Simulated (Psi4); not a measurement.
**SiNH2F2 (SMILES [NH][SiH](F)F) at UTPSSh/def2-SVPD**

Aim: the vertical electron affinity of SiNH2F2 at UTPSSh/def2-SVPD, from 2 runs. 

Program for the calculation: Psi4 1.11.

1 further run of the same task is left out (set aside as unsound or not needed).

### Step 1. The system as given

The species is SiNH2F2 (6 atoms), meant as a doublet with charge 0. SMILES: `[NH][SiH](F)F`. The coordinates come from a PBE0-D4/def2-TZVP relaxation. This is one conformer, not always the lowest.

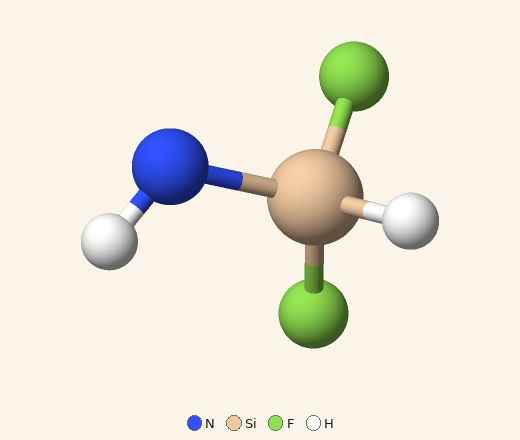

Viewed from a chosen angle; nitrogen blue, silicon light orange, fluorine green, hydrogen white.

### Step 2. Energy and forces at UTPSSh/def2-SVPD

f2h2nsi.xyz reads:

```xyz
6
F2H2NSi
N     -0.025400     1.001700    -0.903700
Si     0.188000    -0.244900     0.273000
F      1.578700    -0.941400    -0.004700
F     -0.908600    -1.390200     0.207400
H     -0.977800     1.156700    -1.236500
H      0.187200     0.354100     1.618300
```

job.py reads:

```python
import psi4

psi4.set_memory(2200000000)
psi4.set_num_threads(1)
psi4.set_output_file('psi4.out', False)

with open('f2h2nsi.xyz') as f:
    atoms = ''.join(f.readlines()[2:])
molecule = psi4.geometry('0 2\n' + atoms + 'symmetry c1')

psi4.set_options({
    'reference': 'uks',
    'puream': True,
    'e_convergence': 1e-09,
    'd_convergence': 1e-08,
    'scf_type': 'pk',
    'dft_radial_points': 99,
    'dft_spherical_points': 590,
    'maxiter': 100,
})

energy_value, wavefunction = psi4.gradient("tpssh/def2-SVPD", molecule=molecule, return_wfn=True)
psi4.oeprop(wavefunction, "WIBERG_LOWDIN_INDICES", "MAYER_INDICES", "LOWDIN_CHARGES", title="TPSSH")
print('gradient / Eh bohr^-1')
print(energy_value.np.round(6))
print(f'energy = {wavefunction.energy():.10f} Eh')
```

On the command line:

```sh
$ python job.py
```

psi4.out:

```text
[...]
  Running in c1 symmetry.
[...]
  Nuclear repulsion =  175.745953143268252
[...]
  Multiplicity = 2
[...]
  Nalpha       = 21
  Nbeta        = 20
[...]
    Number of basis functions: 106
[...]
   @UKS iter   1:  -544.74886853719443   -3.41040e-01   6.56593e-03 ADIIS/DIIS
[...]
   @UKS iter  15:  -544.94177949699997   -1.02318e-12   5.25875e-09 DIIS
[...]
   @S^2 Observed:                7.534932066E-01
[...]
    Orbital Energies [Eh]
    ---------------------
    Alpha Occupied:
       1A    -66.085780     2A    -24.629520     3A    -24.627824
       4A    -14.312766     5A     -5.312701     6A     -3.667030
       7A     -3.664863     8A     -3.662172     9A     -1.179862
      10A     -1.159672    11A     -0.844678    12A     -0.564339
      13A     -0.495460    14A     -0.480997    15A     -0.472255
      16A     -0.438297    17A     -0.425494    18A     -0.413414
      19A     -0.382487    20A     -0.336514    21A     -0.315055
    Alpha Virtual:
      22A      0.007250    23A      0.020746    24A      0.030777
      25A      0.056476    26A      0.088429    27A      0.106149
[...]
  @UKS Final Energy:  -544.94177949699997
   => Energetics <=
    Nuclear Repulsion Energy =            175.7459531432682525
    One-Electron Energy =               -1104.3301633470423440
    Two-Electron Energy =                 428.4164528852157900
    DFT Exchange-Correlation Energy =     -44.7740221784416192
    Empirical Dispersion Energy =           0.0000000000000000
    VV10 Nonlocal Energy =                  0.0000000000000000
    Total Energy =                       -544.9417794969999704
[...]
 Multipole Moments:
 ------------------------------------------------------------------------------------
     Multipole            Electronic (a.u.)      Nuclear  (a.u.)        Total (a.u.)
 ------------------------------------------------------------------------------------
 L = 1.  Multiply by 2.5417464519 to convert [e a0] to [Debye]
 Dipole X            :          0.7850640           -1.3705963           -0.5855323
 Dipole Y            :         -3.2007595            3.6106995            0.4099401
 Dipole Z            :         -0.0486796            0.1753524            0.1266728
 Magnitude           :                                                    0.7259097
[...]
  -Total Gradient:
     Atom            X                  Y                   Z
    ------   -----------------  -----------------  -----------------
       1       -0.003901406544    -0.005953984350     0.004540755618
       2        0.005060249770    -0.028792007749    -0.012680257901
       3       -0.027818026354     0.014044016826     0.005276487426
       4        0.021202286021     0.022839425443     0.000804989359
       5        0.005667331071    -0.002018063055     0.002810965401
       6       -0.000115339904    -0.000099312469    -0.000775676241
[...]
```

Standard output:

```text
gradient / Eh bohr^-1
[[-3.9010e-03 -5.9540e-03  4.5410e-03]
 [ 5.0600e-03 -2.8792e-02 -1.2680e-02]
 [-2.7818e-02  1.4044e-02  5.2760e-03]
 [ 2.1202e-02  2.2839e-02  8.0500e-04]
 [ 5.6670e-03 -2.0180e-03  2.8110e-03]
 [-1.1500e-04 -9.9000e-05 -7.7600e-04]]
energy = -544.9417794970 Eh
```

Run time: 3 min. Hardware: 1 thread of AMD EPYC 7R43 (Zen 3), shared host; peak memory 1 GiB.

### Step 3. The singlet anion

f2h2nsi.json reads:

```json
{
 "schema_name": "qcschema_input",
 "schema_version": 1,
 "molecule": {
  "schema_name": "qcschema_molecule",
  "schema_version": 2,
  "symbols": ["N", "Si", "F", "F", "H", "H"],
  "geometry": [-0.04799904, 1.89293866, -1.7077455, 0.35526851, -0.46279393, 0.51589523, 2.98331063, -1.77898817, -0.00888171, -1.71700516, -2.62709726, 0.3919292, -1.8477742, 2.18584621, -2.33664635, 0.35375673, 0.66915202, 3.05814379],
  "molecular_charge": -1,
  "molecular_multiplicity": 1,
  "fix_symmetry": "c1",
  "fix_com": true,
  "fix_orientation": true
 },
 "driver": "gradient",
 "model": {
  "method": "tpssh",
  "basis": "def2-SVPD"
 },
 "keywords": {
  "puream": true,
  "e_convergence": 1e-09,
  "d_convergence": 1e-08,
  "scf_type": "pk",
  "dft_radial_points": 99,
  "dft_spherical_points": 590,
  "scf_properties": ["LOWDIN_CHARGES", "WIBERG_LOWDIN_INDICES", "DIPOLE"]
 }
}
```

On the command line:

```sh
$ psi4 --qcschema f2h2nsi.json -n 1 --memory 2200MB
```

stdout:

```text
[...]
  Running in c1 symmetry.
[...]
  Nuclear repulsion =  175.745953263484182
[...]
  Multiplicity = 1
[...]
  Nalpha       = 21
  Nbeta        = 21
[...]
    Number of basis functions: 106
[...]
   @RKS iter   1:  -544.54264004024901   -1.34812e-01   9.66924e-03 DIIS/ADIIS
[...]
   @RKS iter  13:  -545.01820992975786   -3.29692e-12   3.13790e-09 DIIS
[...]
    Orbital Energies [Eh]
    ---------------------
    Doubly Occupied:
       1A    -65.841059     2A    -24.423650     3A    -24.422074
       4A    -13.967647     5A     -5.066618     6A     -3.422150
       7A     -3.418550     8A     -3.414904     9A     -0.974321
      10A     -0.955151    11A     -0.501228    12A     -0.346222
      13A     -0.288287    14A     -0.265091    15A     -0.250499
      16A     -0.225087    17A     -0.214189    18A     -0.189427
      19A     -0.131557    20A     -0.008313    21A      0.025357
[...]
  @RKS Final Energy:  -545.01820992975786
   => Energetics <=
    Nuclear Repulsion Energy =            175.7459532634841821
    One-Electron Energy =               -1114.2214222287432221
    Two-Electron Energy =                 438.4494592458053148
    DFT Exchange-Correlation Energy =     -44.9922002103041194
    Empirical Dispersion Energy =           0.0000000000000000
    VV10 Nonlocal Energy =                  0.0000000000000000
    Total Energy =                       -545.0182099297578588
[...]
 Multipole Moments:
 ------------------------------------------------------------------------------------
     Multipole            Electronic (a.u.)      Nuclear  (a.u.)        Total (a.u.)
 ------------------------------------------------------------------------------------
 L = 1.  Multiply by 2.5417464519 to convert [e a0] to [Debye]
 Dipole X            :        -15.0544663           14.5404976           -0.5139686
 Dipole Y            :         29.4837210          -30.0283150           -0.5445940
 Dipole Z            :          1.4818833           -0.5627604            0.9191228
 Magnitude           :                                                    1.1855518
[...]
  -Total Gradient:
     Atom            X                  Y                   Z
    ------   -----------------  -----------------  -----------------
       1       -0.009134857491     0.028537258743    -0.026357389271
       2        0.027735516010    -0.119739694284     0.056622263102
       3       -0.048596268334     0.031263089035    -0.003715669731
       4        0.032981806123     0.047969097962    -0.009872083813
       5        0.002097702732     0.000112210012    -0.000769374816
       6       -0.004989658738     0.011877345640    -0.015930038355
[...]
```

The result, in JSON:

```text
{
 "driver": "gradient",
 "model": {
  "method": "tpssh",
  "basis": "def2-SVPD"
 },
 "success": true,
 "return_result": [-0.009134857491197163, 0.028537258742848667, -0.02635738927080803, 0.027735516010001578, -0.11973969428361297, 0.056622263102129006, -0.04859626833446068, 0.03126308903512422, -0.003715669731492184, 0.03298180612333998, 0.04796909796156501, -0.009872083813239244, 0.002097702732121315, 0.00011221001186881296, -0.0007693748162890535, -0.004989658737902147, 0.011877345640191703, -0.01593003835474588],
 "properties": {
  "calcinfo_nbasis": 106,
  "calcinfo_nmo": 106,
  "calcinfo_nalpha": 21,
  "calcinfo_nbeta": 21,
  "calcinfo_natom": 6,
  "nuclear_repulsion_energy": 175.74595326348418,
  "return_energy": -545.0182099297579,
  "return_gradient": [-0.009134857491197163, 0.028537258742848667, -0.02635738927080803, 0.027735516010001578, -0.11973969428361297, 0.056622263102129006, -0.04859626833446068, 0.03126308903512422, -0.003715669731492184, 0.03298180612333998, 0.04796909796156501, -0.009872083813239244, 0.002097702732121315, 0.00011221001186881296, -0.0007693748162890535, -0.004989658737902147, 0.011877345640191703, -0.01593003835474588],
  "scf_one_electron_energy": -1114.2214222287432,
  "scf_two_electron_energy": 438.4494592458053,
  "scf_xc_energy": -44.99220021030412,
  "scf_dipole_moment": [-0.5139686493932007, -0.5445940039937938, 0.9191228287219269],
  "scf_total_energy": -545.0182099297579,
  "scf_total_gradient": [-0.009134857491197163, 0.028537258742848667, -0.02635738927080803, 0.027735516010001578, -0.11973969428361297, 0.056622263102129006, -0.04859626833446068, 0.03126308903512422, -0.003715669731492184, 0.03298180612333998, 0.04796909796156501, -0.009872083813239244, 0.002097702732121315, 0.00011221001186881296, -0.0007693748162890535, -0.004989658737902147, 0.011877345640191703, -0.01593003835474588],
  "scf_iterations": 13
 }
}
```

Run time: 92 s. Hardware: 1 thread of AMD EPYC 7R43 (Zen 3), shared host; peak memory 1 GiB.

### Step 4. What came out

At UTPSSh/def2-SVPD:

| quantity | value |
| --- | --- |
| doublet SiNH2F2: total energy | -544.94178 Eh |
| doublet SiNH2F2: dipole moment | 1.85 D |
| doublet SiNH2F2: HOMO energy (highest over α and β) | -8.05 eV |
| doublet SiNH2F2: LUMO energy (lowest over α and β) | -4.87 eV |
| doublet SiNH2F2: ⟨S²⟩ | 0.753 |
| doublet SiNH2F2: largest force on an atom | 1.639 eV/Å |
| singlet anion: total energy | -545.01821 Eh |
| singlet anion: HOMO energy | 0.69 eV |
| singlet anion: LUMO energy | 4.77 eV |
| singlet anion: HOMO–LUMO gap (to an unbound level, set by the basis) | 4.08 eV |
| singlet anion: largest force on an atom | 6.959 eV/Å |
| vertical electron affinity (to the singlet anion) | 2.080 eV |

In words: At fixed nuclei the extra electron is bound by 2.08 eV (201 kJ/mol). The largest force (doublet SiNH2F2) is 1.64 eV/Å: the shape isn't a stationary point for this species at this level. The HOMO (singlet anion) lies at positive energy, 0.69 eV; only total energies tell whether the electron is bound.
